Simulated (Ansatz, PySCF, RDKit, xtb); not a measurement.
# Which structure has the formula [AlSiHO3]+?

Task: start from the formula [AlSiHO3]+ (charge +1, odd number of electrons), draw up candidate structures, narrow them down in stages, and characterise the one that lies lowest at 298.15 K.

The funnel: GFN2-xTB relaxations, single points with a density functional, relaxations at B3LYP/6-31G*, harmonic vibrations, and a last energy at a higher level. All values are calculated.

3 further runs of the same task are left out: 3 set aside as unsound or not needed.

## (1) Possible bonding patterns

A program enumerates the bonding patterns with one Lewis structure each (two rings at most, one unusual centre or charged pair), with their diastereomers. O–O, O–halogen and N–halogen bonds and N–N–N chains are not drawn. That gives 21 candidates.

c003 [O][AlH][O][Si+]=O; c038 [O][Al]1[O][Si+]1O; c066 [O][SiH]1[O][Al+][O]1; c076 [OH][Al]1[O][Si]=[O+]1; c077 [O][Al+][O][Si]O; c097 O[Si+]1[O][Al][O]1; c204 [O][Si+]1[O][AlH][O]1; c253 [O][Si]1(O)[O][Al+]1; c266 [O]1[Al]2[O][Si]1[OH+]2; c477 [O][Si@]12[O][Al]1[OH+]2; c561 [O][Al]1[OH+][Si]1=O; c573 O=[Si+][O][Al][OH]; c631 [O][Si](=O)[Al+][OH]; c712 O=[Si]1[O][Al][OH+]1; c725 [O][Si+](O)[O][Al]; c742 [O][Al+][Si](=O)O; c818 [O][Si](=O)[O][AlH+]; c875 [O][Si+]1[O][Al]1[OH]; c886 [O][Al]1[O][SiH+][O]1; c895 [O][Al]([OH])[Si+]=O; c982 [O][Al+][O][SiH]=O.

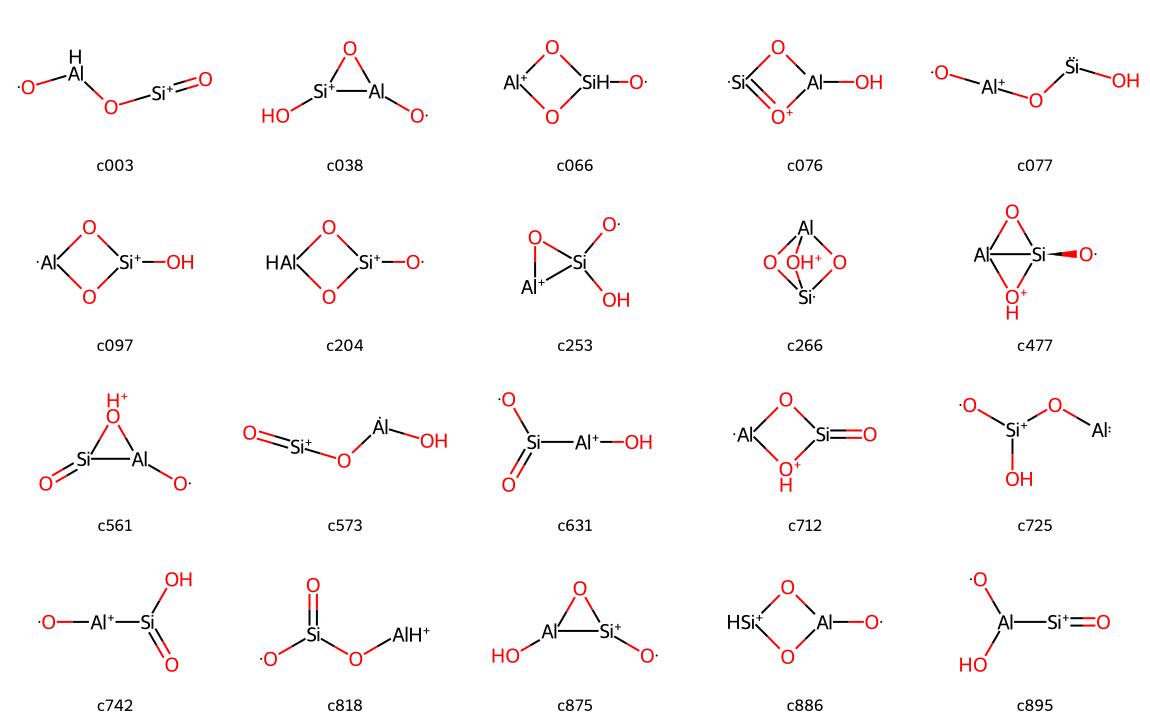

Structural formulas of the candidates (the first 20).

Candidates are built by distance geometry, with a force field where one applies, in up to four conformers (letters a to d). 6 starts with atoms placed at random are added, to find patterns that the rules miss.

## (2) Cheap relaxation of all starts

All 32 starts are relaxed the same way. One of them, c561a (enumerated, embedded by distance geometry and UFF), in full:

File start.xyz:

```xyz
6
c561a
Al    -1.794929     0.946117     2.173446
O     -2.880559     2.457436     2.326683
O     -0.255587     0.047755     1.480805
O     -1.489206    -2.255416     3.467541
Si    -1.255829    -0.927028     2.668803
H      0.542835     0.097934     0.857416
```

Run with:

```
$ xtb start.xyz --gfn 2 --opt --chrg 1 --uhf 1
```

Log, cut to the lines that bear on the results:

```text
* xtb version 6.7.1
[...]
          :  # basis functions                  33          :
[...]
          :  # electrons                        25          :
[...]
          :  Hamiltonian                  GFN2-xTB          :
[...]
          :  net charge                          1          :
          :  unpaired electrons                  1          :
[...]
   *** convergence criteria satisfied after 18 iterations ***
[...]
   *** GEOMETRY OPTIMIZATION CONVERGED AFTER 18 ITERATIONS ***
[...]
   *** convergence criteria satisfied after 3 iterations ***
[...]
         ::                     SUMMARY                     ::
         :::::::::::::::::::::::::::::::::::::::::::::::::::::
         :: total energy             -15.116802455108 Eh    ::
         :: gradient norm              0.000995346143 Eh/a0 ::
         :: HOMO-LUMO gap              3.434248467393 eV    ::
         ::.................................................::
         :: SCC energy               -15.212191980400 Eh    ::
         :: -> isotropic ES            0.180020178889 Eh    ::
         :: -> anisotropic ES          0.007091216210 Eh    ::
         :: -> anisotropic XC         -0.022038255573 Eh    ::
         :: -> dispersion             -0.002972481924 Eh    ::
         :: repulsion energy           0.095389525292 Eh    ::
         :: add. restraining           0.000000000000 Eh    ::
         :: total charge               1.000000000016 e     ::
         :::::::::::::::::::::::::::::::::::::::::::::::::::::
[...]
        13        1.0001           -0.6418315             -17.4651 (HOMO)
        14                         -0.5156251             -14.0309 (LUMO)
[...]
     #   Z          covCN         q      C6AA      α(0)
     1  13 Al       2.341     0.560   100.123    21.213
     2   8 O        0.736    -0.240    18.769     5.806
     3   8 O        2.290    -0.281    18.625     5.829
     4   8 O        0.771    -0.094    16.451     5.436
     5  14 Si       2.416     0.673   168.719    28.330
     6   1 H        0.803     0.381     0.521     1.134
[...]
     #   Z sym  total        # sym  WBO       # sym  WBO       # sym  WBO
 ---------------------------------------------------------------------------
     1  13 Al   3.495 --     2 O    2.009     3 O    0.821     5 Si   0.578
     2   8 O    2.235 --     1 Al   2.009     5 Si   0.147
     3   8 O    2.574 --     1 Al   0.821     5 Si   0.810     6 H    0.801
     4   8 O    2.486 --     5 Si   2.329
     5  14 Si   3.886 --     4 O    2.329     3 O    0.810     1 Al   0.578
                             2 O    0.147
     6   1 H    0.855 --     3 O    0.801
 ---------------------------------------------------------------------------
[...]
molecular dipole:
                 x           y           z       tot (Debye)
 q only:       -1.884      -0.903       4.298
   full:       -1.801      -0.207       3.874      10.873
molecular quadrupole (traceless):
[...]
          | TOTAL ENERGY              -15.116802455108 Eh   |
          | GRADIENT NORM               0.000995346143 Eh/α |
          | HOMO-LUMO GAP               3.434248467393 eV   |
           -------------------------------------------------
[...]
```

Run time: 0.15 s. Hardware: 1 thread of Intel Xeon Platinum 8259CL at 2.50GHz (Skylake/Cascade Lake), shared host.

## (3) Distinct minima at GFN2-xTB

32 of the 32 relaxations converged; 12 ended on a minimum already found. 20 distinct structures remain:

```
label             start            SMILES after     spin  energy (kcal/mol)           note
c895a             drawn    [O][Si][O][Al][OH] ‡  doublet                0.0  bonds changed
c573a             drawn    [O][Si][O][Al][OH] ‡  doublet                0.1               
 c252            random    [O][Si][O][Al][OH] ‡  doublet                0.6               
c875a             drawn    [O][Si][O][Al][OH] ‡  doublet                1.4  bonds changed
 c025            random    [O][Si][O][Al][OH] ‡  doublet                1.9               
c631a             drawn    [O][Si][O][Al][OH] ‡  doublet                3.7  bonds changed
 c815  random and drawn  [OH][Si]1[O][Al][O]1 ‡  doublet               23.6               
c076a             drawn  [OH][Al]1[O][Si][O]1 ‡  doublet               26.9               
c725b             drawn  [O][Si]([OH])[O][Al] ‡  doublet               28.2               
c725a             drawn  [O][Si]([OH])[O][Al] ‡  doublet               28.9               
c742a             drawn    [O][Al][O][Si][OH] ‡  doublet               47.4  bonds changed
c038a             drawn    [O][Al][O][Si][OH] ‡  doublet               47.6  bonds changed
c077b             drawn    [O][Al][O][Si][OH] ‡  doublet               47.7               
c003a             drawn    [O][AlH][O][Si][O] ‡  doublet               53.3               
c204a             drawn  [O][Si]1[O][AlH][O]1 ‡  doublet               63.6               
c982a  drawn and random    [O][Al][O][SiH][O] ‡  doublet               64.8               
c561a             drawn  [O][Al]1[OH][Si]1[O] ‡  doublet               68.7               
c818a             drawn  [O][Si]([O])[O][AlH] ‡  doublet               74.6               
c886a             drawn  [O][Al]1[O][SiH][O]1 ‡  doublet               76.5               
 c990            random    [OH][O][Al][O][Si] ‡  doublet               94.4
```

‡ marks the bonded skeleton alone, with all bonds drawn single: no Lewis structure was assigned that passes a check against the bond lengths.

GFN2-xTB has no spin polarisation, so it can't rank spin states and is rough for open shells.

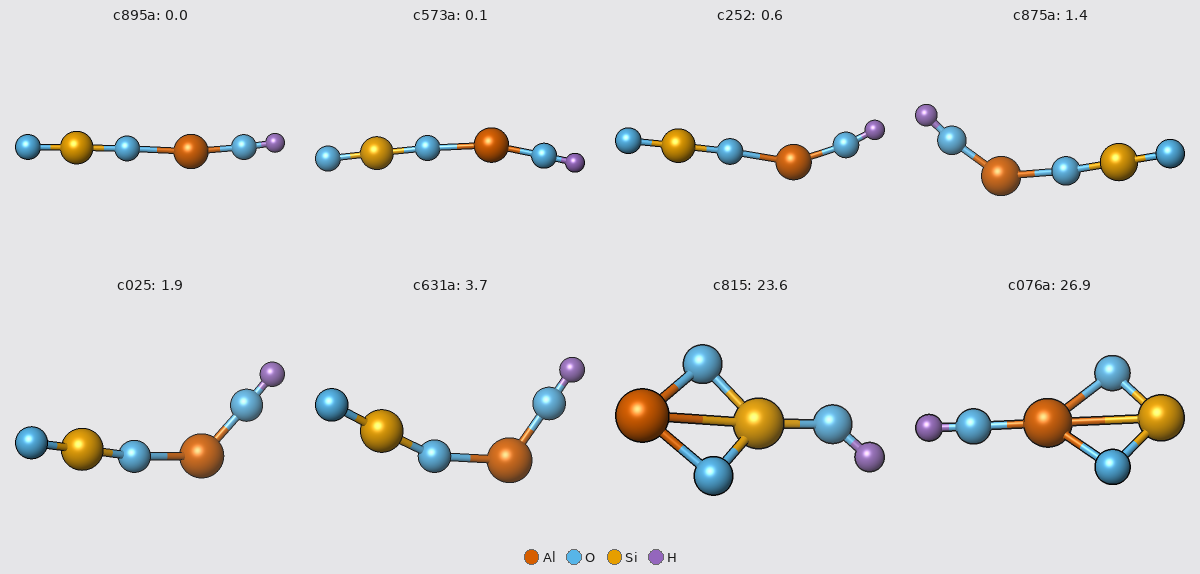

The 8 lowest minima that did not fall apart, with their GFN2-xTB energies in kcal/mol.

## (4) Single points on the low minima

A choice of the minima (the low ones first, few conformers of a pattern, up to a cap) and the lowest that fell apart get a single point at r2SCAN-D4/def2-SVP on the tight-binding geometry, and one at HF/STO-3G for comparison. Within 25 kcal/mol but not screened, among others: c252, c875a, c025, c631a. The first, c895a:

File input.yaml:

```yaml
basis:
  gaussian:
    orbitals: def2-SVP
crystal:
  periodic: [false, false, false]
  atoms:
    - {symbol: Al, position_ang: [-1.545258, 2.410367, 1.104164]}
    - {symbol: O, position_ang: [0.108136, 1.424576, 0.840819]}
    - {symbol: O, position_ang: [-2.993737, 3.056340, 1.419610]}
    - {symbol: O, position_ang: [2.722350, -0.021070, 0.399196]}
    - {symbol: Si, position_ang: [1.438752, 0.688248, 0.619641]}
    - {symbol: H, position_ang: [-3.841714, 3.414202, 1.667083]}
total_charge: 1
magnetization:
  spin_polarized: true
  initial_magnetization: 1
hamiltonian:
  xc: r2scan
  dispersion: d4
scf:
  lower_state_search: "off"
```

Run with:

```
$ ansatz run input.yaml --threads 1 --pin off --max-ram 2610MiB --events-out events.jsonl --progress --plain --runs-dir runs
```

Log, cut to the lines that bear on the results:

```text
Warning: RAYON_NUM_THREADS=1 ignored (pool sized by the plan → 1); use --threads N
Functional definition: r2SCAN
  name "r2SCAN"
[...]
876 factors; their error is unknown
[...]
mean field -20611.52748829 eV, -757.4596641997 hartree, gradient 7.9e-6 eV, S^2 0.760072; 0 other end points of the search recorded, 0 dependent functions left out
reference -20611.52750365 eV, -757.4596647642 hartree; 26, 25 occupied and 57, 58 virtual orbitals, 876 factors
Total energy: -20611.55674233 eV, -757.4607392655 hartree
Checks for a lower state left out: stability, starts, cluster_reference, orbital_swaps, neighbouring_geometries, increment
```

It took 4.2 s on 1 thread of Intel Xeon Platinum 8259CL at 2.50GHz (Skylake/Cascade Lake), shared host; peak memory 0.12 GiB.

Relative energies in kcal/mol, each column from its lowest structure that stays in one piece:

```
label                  SMILES     spin  GFN2-xTB  HF/STO-3G  r2SCAN-D4/def2-SVP
 c815  [OH][Si]1[O][Al][O]1 ‡  doublet      23.6        0.0                 0.0
c076a  [OH][Al]1[O][Si][O]1 ‡  doublet      26.9        2.6                 8.0
c573a    [O][Si][O][Al][OH] ‡  doublet       0.1      109.9                61.8
c895a    [O][Si][O][Al][OH] ‡  doublet       0.0      111.8                62.8
```

‡ marks the bonded skeleton alone, with all bonds drawn single: no Lewis structure was assigned that passes a check against the bond lengths.

Measured from c815, GFN2-xTB misplaces c895a by 86 kcal/mol against r2SCAN-D4/def2-SVP, so minima dropped on its energies alone could hide the lowest isomer.

## (5) Third filter: density-functional geometries

3 candidates are relaxed at B3LYP/6-31G* (chosen among the lowest in one piece). The first, c815:

File input.yaml:

```yaml
crystal:
  periodic: [false, false, false]
  atoms:
    - {symbol: Al, position_ang: [-0.575006, -1.850222, -0.816759]}
    - {symbol: O, position_ang: [0.787274, 1.662100, 0.425966]}
    - {symbol: O, position_ang: [0.704578, -1.160342, 0.290504]}
    - {symbol: O, position_ang: [-0.960280, -0.091258, -1.103040]}
    - {symbol: Si, position_ang: [0.216418, 0.315329, -0.090512]}
    - {symbol: H, position_ang: [0.563307, 2.588912, 0.264510]}
basis:
  gaussian:
    orbitals: 6-31G_st_-spherical.json
total_charge: 1
magnetization:
  spin_polarized: true
  initial_magnetization: 1
hamiltonian:
  xc: {name: B3LYP}
relax:
  f_tol: 0.003
```

The basis set 6-31G* is read from a file made from the Basis Set Exchange's data (not shown).

Run with:

```
$ ansatz run input.yaml --threads 1 --pin off --max-ram 2610MiB --events-out events.jsonl --progress --plain --runs-dir runs
```

Log, cut to the lines that bear on the results:

```text
Warning: RAYON_NUM_THREADS=1 ignored (pool sized by the plan → 1); use --threads N
[...]
Functional definition: B3LYP
  name "B3LYP"
[...]
781 factors; integrals over basis functions are off by at most 3.0e-4 eV
[...]
mean field -20627.52246877 eV, -758.0474688902 hartree, gradient 2.2e-5 eV, S^2 0.750722; 0 other end points of the search recorded, 0 dependent functions left out
[...]
reference -20627.52269576 eV, -758.0474772322 hartree; 26, 25 occupied and 54, 55 virtual orbitals, 781 factors
relax step   1: F+E_penalty+E_count = -20627.52246877 eV  Δ(F+E_penalty+E_count) = +0.000e0 eV  max|allowed force component| = 8.003e-1 eV/Å  Δτ_max = 0.0000 Å  (31 SCF iters, accepted)
[...]
relax step   6: F+E_penalty+E_count = -20627.55752490 eV  Δ(F+E_penalty+E_count) = -8.040e-4 eV  max|allowed force component| = 4.691e-2 eV/Å  Δτ_max = 0.0189 Å  (33 SCF iters, accepted)
[...]
781 factors; integrals over basis functions are off by at most 3.1e-4 eV
[...]
mean field -20627.55761935 eV, -758.0487606504 hartree, gradient 1.9e-5 eV, S^2 0.750769; 1 other end points of the search recorded, 0 dependent functions left out
[...]
reference -20627.55784581 eV, -758.0487689727 hartree; 26, 25 occupied and 54, 55 virtual orbitals, 781 factors
Total energy: -20627.55784581 eV, -758.0487689727 hartree
Atom 0 at    -0.583047    -1.840478    -0.824016 Å, force     0.001252    -0.000194     0.001083 eV/Å
Atom 1 at     0.819293     1.669745     0.456775 Å, force    -0.000440     0.001614    -0.000195 eV/Å
Atom 2 at     0.718031    -1.179410     0.300497 Å, force    -0.000620     0.000487    -0.000427 eV/Å
Atom 3 at    -0.962979    -0.054831    -1.103593 Å, force    -0.000751     0.000624    -0.000531 eV/Å
Atom 4 at     0.228656     0.304687    -0.079752 Å, force    -0.000328    -0.000109    -0.000635 eV/Å
Atom 5 at     0.516336     2.564805     0.220757 Å, force     0.000886    -0.002422     0.000704 eV/Å
Dipole moment:    -0.302605    -0.098099    -0.260129 e Å
```

Run time: 50 s. Hardware: 1 thread of Intel Xeon Platinum 8259CL at 2.50GHz (Skylake/Cascade Lake), shared host; peak memory 0.23 GiB.

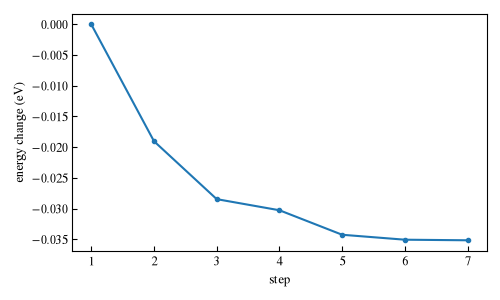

Energy along the run, all evaluated steps.

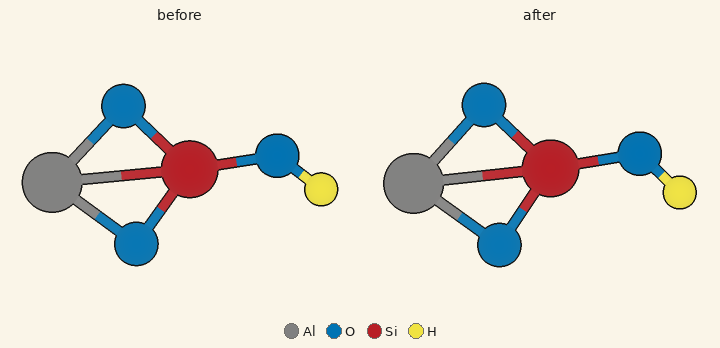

Before and after, at one scale.

After the run. Bond lengths: Al1–O3 1.842 Å, Al1–O4 1.847 Å, O2–Si5 1.581 Å, O3–Si5 1.608 Å, O4–Si5 1.612 Å, O2–H6 0.974 Å. Some angles: Al1–O3–Si5 88.4°, O3–Al1–O4 83.7°, Al1–O4–Si5 88.1°, O2–Si5–O3 127.1°, O2–Si5–O4 133.2°.

## (6) After refinement

```
label     spin  r2SCAN-D4/def2-SVP (kcal/mol)  B3LYP/6-31G*, relaxed (kcal/mol)     time
 c815  doublet                            0.0                               0.0     50 s
c076a  doublet                            8.0                               9.4  1.8 min
c573a  doublet                           61.8                              52.0  2.5 min
```

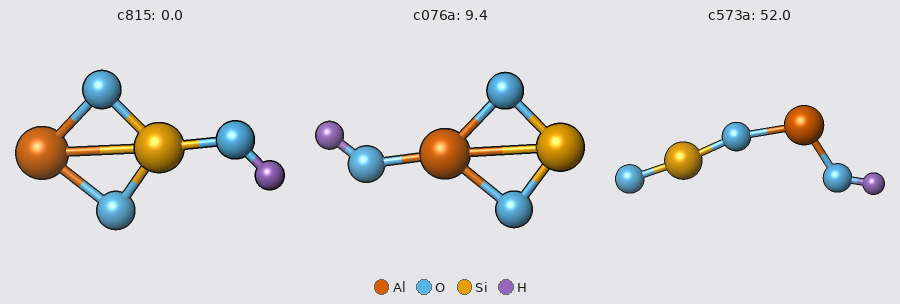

The relaxed structures, with energies at B3LYP/6-31G* in kcal/mol.

## (7) Vibrations and thermal terms

The lowest few in one piece go on as finalists. Harmonic vibrations at B3LYP/6-31G* test each finalist and give the zero-point energy and the thermal terms. The first, c815:

File input.yaml:

```yaml
crystal:
  periodic: [false, false, false]
  atoms:
    - {symbol: Al, position_ang: [-0.583047, -1.840478, -0.824016]}
    - {symbol: O, position_ang: [0.819293, 1.669745, 0.456775]}
    - {symbol: O, position_ang: [0.718031, -1.179410, 0.300497]}
    - {symbol: O, position_ang: [-0.962979, -0.054831, -1.103593]}
    - {symbol: Si, position_ang: [0.228656, 0.304687, -0.079752]}
    - {symbol: H, position_ang: [0.516336, 2.564805, 0.220757]}
basis:
  gaussian: {orbitals: 6-31G_st_-spherical.json}
phonons: {}
scf: {lower_state_search: off}
total_charge: 1
magnetization: {spin_polarized: true, initial_magnetization: 1}
hamiltonian: {xc: {name: B3LYP}}
```

The basis set 6-31G* is read from a file made from the Basis Set Exchange's data (not shown).

Run with:

```
$ ansatz run input.yaml --threads 1 --pin off --max-ram 2610MiB --events-out events.jsonl --progress --plain --runs-dir runs
```

Log, cut to the lines that bear on the results:

```text
Warning: RAYON_NUM_THREADS=1 ignored (pool sized by the plan → 1); use --threads N
[... 2 set-up lines as earlier in the session ...]
[...]
781 factors; integrals over basis functions are off by at most 3.1e-4 eV
[...]
mean field -20627.55761947 eV, -758.0487606546 hartree, gradient 6.0e-6 eV, S^2 0.750769; 0 other end points of the search recorded, 0 dependent functions left out
[...]
reference -20627.55784592 eV, -758.0487689767 hartree; 26, 25 occupied and 54, 55 virtual orbitals, 781 factors
[...]
781 factors; integrals over basis functions are off by at most 3.1e-4 eV
mean field -20627.55759774 eV, -758.0487598563 hartree, gradient 2.4e-6 eV, S^2 0.750768; 0 other end points of the search recorded, 0 dependent functions left out
[...]
reference -20627.55782418 eV, -758.0487681776 hartree; 26, 25 occupied and 54, 55 virtual orbitals, 781 factors
[...]
781 factors; integrals over basis functions are off by at most 3.1e-4 eV
[...]
reference -20627.55783335 eV, -758.0487685146 hartree; 26, 25 occupied and 54, 55 virtual orbitals, 781 factors
Total energy: -20627.55784592 eV, -758.0487689767 hartree
Atom 0 at    -0.583047    -1.840478    -0.824016 Å, force     0.001247    -0.000195     0.001080 eV/Å
Atom 1 at     0.819293     1.669745     0.456775 Å, force    -0.000440     0.001642    -0.000195 eV/Å
Atom 2 at     0.718031    -1.179410     0.300497 Å, force    -0.000617     0.000497    -0.000427 eV/Å
Atom 3 at    -0.962979    -0.054831    -1.103593 Å, force    -0.000742     0.000631    -0.000525 eV/Å
Atom 4 at     0.228656     0.304687    -0.079752 Å, force    -0.000338    -0.000138    -0.000641 eV/Å
Atom 5 at     0.516336     2.564805     0.220757 Å, force     0.000890    -0.002437     0.000707 eV/Å
Dipole moment:    -0.302604    -0.098097    -0.260129 e Å
Vibrations: 145.02 239.04 369.31 393.19 494.60 541.74 664.59 687.94 863.25 995.10 1199.38 3740.58 cm⁻¹, zero-point energy 0.640611 eV
Checks for a lower state left out: stability, starts, cluster_reference, orbital_swaps, neighbouring_geometries, increment
```

Wall time 2.4 min (1 thread of Intel Xeon Platinum 8259CL at 2.50GHz (Skylake/Cascade Lake), shared host); peak memory 0.18 GiB.

## (8) Thermal terms of the finalists

At 298.15 K and 1 atm, ideal gas, rigid rotor and harmonic oscillator:

```
label                  SMILES     spin  point group  lowest mode (cm⁻¹)  zero-point (kcal/mol)  G − E (kcal/mol)
 c815  [OH][Si]1[O][Al][O]1 ‡  doublet           Cs                 145                   14.8              -3.9
c076a  [OH][Al]1[O][Si][O]1 ‡  doublet           Cs                 123                   14.0              -5.2
c573a      O=[Si+][O][Al][OH]  doublet           Cs                  34                   13.0              -7.9
```

‡ marks the bonded skeleton alone, with all bonds drawn single: no Lewis structure was assigned that passes a check against the bond lengths.

## (9) Energies at the top level

Each finalist gets a single point at CCSD(T)/def2-SVP + MP2/def2-TZVPP - MP2/def2-SVP.

c815, CCSD(T)/def2-SVP:

File input.yaml:

```yaml
basis:
  gaussian:
    orbitals: def2-SVP
crystal:
  periodic: [false, false, false]
  atoms:
    - {symbol: Al, position_ang: [-0.583047, -1.840478, -0.824016]}
    - {symbol: O, position_ang: [0.819293, 1.669745, 0.456775]}
    - {symbol: O, position_ang: [0.718031, -1.179410, 0.300497]}
    - {symbol: O, position_ang: [-0.962979, -0.054831, -1.103593]}
    - {symbol: Si, position_ang: [0.228656, 0.304687, -0.079752]}
    - {symbol: H, position_ang: [0.516336, 2.564805, 0.220757]}
total_charge: 1
magnetization:
  spin_polarized: true
  initial_magnetization: 1
correlation:
  method: ccsd_t
  frozen_orbitals: {O: 1, Si: 5, Al: 5, H: 0}
scf:
  omitted_lower_state_checks: [cluster_reference]
```

Run with:

```
$ ansatz run input.yaml --threads 1 --pin off --max-ram 2610MiB --events-out events.jsonl --progress --plain --runs-dir runs
```

Log, cut to the lines that bear on the results:

```text
Warning: RAYON_NUM_THREADS=1 ignored (pool sized by the plan → 1); use --threads N
Functional definition: HF
  name "HF"
[...]
757 factors; integrals over basis functions are off by at most 7.2e-4 eV
[...]
mean field -20560.22874099 eV, -755.5744700079 hartree, gradient 2.7e-6 eV, S^2 0.751173; 1 other end points of the search recorded, 0 dependent functions left out
13 core orbitals not correlated: weight in the atoms' cores, before any rotation towards them, 1.000 or more for the frozen orbitals, at most 0.000 for the correlated occupied ones
reference -20560.22874099 eV, -755.5744700079 hartree; 13, 12 occupied and 57, 58 virtual orbitals, 757 factors
second order -18.04060393 eV of doubles, -0.00000000 eV of singles
cycle   1  -17.61380225 eV  change    4.3e-1 eV  update   1.2e-1
[...]
cycle  10  -18.22174463 eV  change    9.8e-7 eV  update   1.4e-5
perturbative correction -0.51139008 eV, -0.0187932387 hartree
Total energy: -20578.96187569 eV, -756.2629000104 hartree
Checks for a lower state left out: cluster_reference
```

It took 16 s on 1 thread of Intel Xeon Platinum 8259CL at 2.50GHz (Skylake/Cascade Lake), shared host; peak memory 0.46 GiB.

[end of part 1 of 2]
